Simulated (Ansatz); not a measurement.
# RPA@PBE/def2-SVPD run of GeNH4O (SMILES [NH][GeH2][OH])

What is the vertical ionisation energy of GeNH4O at RPA@PBE/def2-SVPD? 

The results are computed with Ansatz 0.2.0.

66 further runs of the same task are left out: 66 set aside as unsound or not needed.

## 1. The system as given

GeNH4O: 7 atoms, total charge 0, spin state doublet. SMILES: `[NH][GeH2][OH]`. Geometry: relaxed at PBE0-D4/def2-TZVP. This is one conformer, not always the lowest.

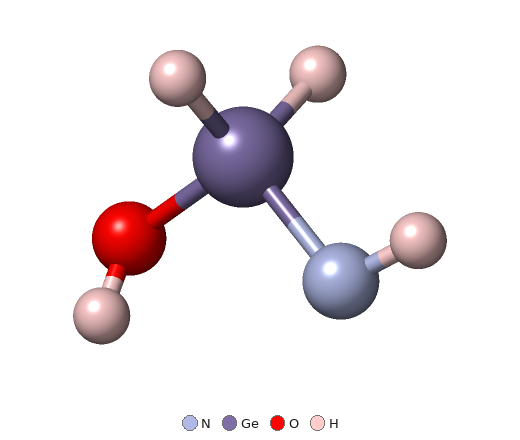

Viewed from a chosen angle; nitrogen light blue, germanium purple, oxygen red, hydrogen pink.

## 2. A single-point energy at RPA@PBE/def2-SVPD

The input, input.yaml:

```yaml
basis:
  gaussian: {orbitals: def2-SVPD}
crystal:
  periodic: [false, false, false]
  atoms:
    - {symbol: N, position_ang: [-1.180000, -0.629600, -0.704300]}
    - {symbol: Ge, position_ang: [0.091800, 0.357900, 0.227300]}
    - {symbol: O, position_ang: [1.488100, -0.708500, 0.454200]}
    - {symbol: H, position_ang: [-2.073700, -0.127300, -0.724700]}
    - {symbol: H, position_ang: [0.468500, 1.575300, -0.644200]}
    - {symbol: H, position_ang: [-0.348300, 0.758200, 1.642900]}
    - {symbol: H, position_ang: [1.614800, -1.294000, -0.296700]}
magnetization: {spin_polarized: true, initial_magnetization: 1}
hamiltonian: {xc: {name: PBE}}
correlation: {method: rpa, frozen_orbitals: {Ge: 9, H: 0, "N": 1, O: 1}}
accuracy: high
```

Started as:

```sh
ansatz run input.yaml --threads 1 --pin off --max-ram 3480MiB --events-out events.jsonl --progress --plain --runs-dir runs
```

Output:

```text
Warning: RAYON_NUM_THREADS=1 ignored (pool sized by the plan → 1); use --threads N
Functional definition: PBE
  name "PBE"
  parameter kappa = 0.804
  parameter beta = 0.06672455060314922
  exchange = pbe_x(kappa = kappa, mu = beta*pi^2/3)
  correlation = pbe_c(beta = beta)
2285 factors; integrals over basis functions are off by at most 4.7e-9 eV
mean field evaluation 1: about -60085.3713 eV, gradient 5.5e1 eV
mean field evaluation 2: about -60085.3696 eV, gradient 5.6e1 eV
mean field evaluation 4: about -60096.0072 eV, gradient 1.2e1 eV
mean field evaluation 8: about -60096.9265 eV, gradient 3.9e-1 eV
mean field evaluation 16: about -60096.9261 eV, gradient 1.2e-4 eV
mean field evaluation 32: about -60095.8795 eV, gradient 1.8e0 eV
mean field evaluation 64: about -60096.9243 eV, gradient 1.8e-1 eV
mean field -60096.92613512 eV, -2208.5213003062 hartree, gradient 5.8e-8 eV, S^2 0.753338; 2 other end points of the search recorded, 0 dependent functions left out
11 core orbitals not correlated: weight in the atoms' cores, before any rotation towards them, 1.000 or more for the frozen orbitals, at most 0.000 for the correlated occupied ones
reference -60044.12847428 eV, -2206.5810220578 hartree; 15, 14 occupied and 87, 88 virtual orbitals, 2285 factors
Total energy: -60068.98063460 eV, -2207.4943221042 hartree
```

Run time: 37 s. Hardware: 1 thread of Arm Neoverse V1, shared host; peak memory 0.52 GiB.

## 3. The singlet cation, same level

The input, molecule.yaml:

```yaml
crystal:
  periodic: [false, false, false]
  atoms:
    - symbol: "N"
      position_ang: [-1.180000, -0.629600, -0.704300]
    - symbol: Ge
      position_ang: [0.091800, 0.357900, 0.227300]
    - symbol: O
      position_ang: [1.488100, -0.708500, 0.454200]
    - symbol: H
      position_ang: [-2.073700, -0.127300, -0.724700]
    - symbol: H
      position_ang: [0.468500, 1.575300, -0.644200]
    - symbol: H
      position_ang: [-0.348300, 0.758200, 1.642900]
    - symbol: H
      position_ang: [1.614800, -1.294000, -0.296700]
basis:
  gaussian:
    orbitals: def2-SVPD
total_charge: 1
hamiltonian:
  xc: {name: PBE}
correlation:
  method: rpa
  frozen_orbitals: {Ge: 9, H: 0, "N": 1, O: 1}
accuracy: high
```

Started as:

```sh
ansatz run molecule.yaml --threads 1 --pin off --max-ram 3480MiB --events-out events.jsonl --progress --plain --runs-dir runs
```

Output, shortened:

```text
Warning: RAYON_NUM_THREADS=1 ignored (pool sized by the plan → 1); use --threads N
[... 2 set-up lines as earlier in the session ...]
[...]
2284 factors; integrals over basis functions are off by at most 4.7e-9 eV
[...]
mean field -60086.39989215 eV, -2208.1344680120 hartree, gradient 2.2e-8 eV, S^2 0.000000; 3 other end points of the search recorded, 0 dependent functions left out; unrestricted orbitals would lower it
[...]
unrestricted determinant -60035.44336647 eV, -2206.2618502326 hartree, S^2 0.9307
11 core orbitals not correlated: weight in the atoms' cores, before any rotation towards them, 1.000 or more for the frozen orbitals, at most 0.000 for the correlated occupied ones
reference -60031.32814505 eV, -2206.1106186348 hartree; 14, 14 occupied and 88, 88 virtual orbitals, 2284 factors
Total energy: -60058.60186974 eV, -2207.1129095306 hartree
```

Run time: 31 s. Hardware: 1 thread of Arm Neoverse V1, shared host; peak memory 0.56 GiB.

## 4. Results

At RPA@PBE/def2-SVPD, 11 core orbitals frozen:

| quantity | value |
| --- | --- |
| doublet GeNH4O: total energy | -2207.49432 Eh |
| doublet GeNH4O: RPA correlation energy (valence) | -913.3 mEh |
| doublet GeNH4O: ⟨S²⟩ of the reference determinant | 0.753 |
| singlet cation: total energy | -2207.11291 Eh |
| singlet cation: RPA correlation energy (valence) | -1002.3 mEh |
| vertical ionisation energy (to the singlet cation) | 10.379 eV |

In words: Removing an electron at fixed nuclei costs 10.38 eV (1001 kJ/mol). Only the singlet of the ionised species was computed; a triplet could lie lower. The restricted solution (singlet cation) is unstable to spin breaking: an unrestricted one lies lower.
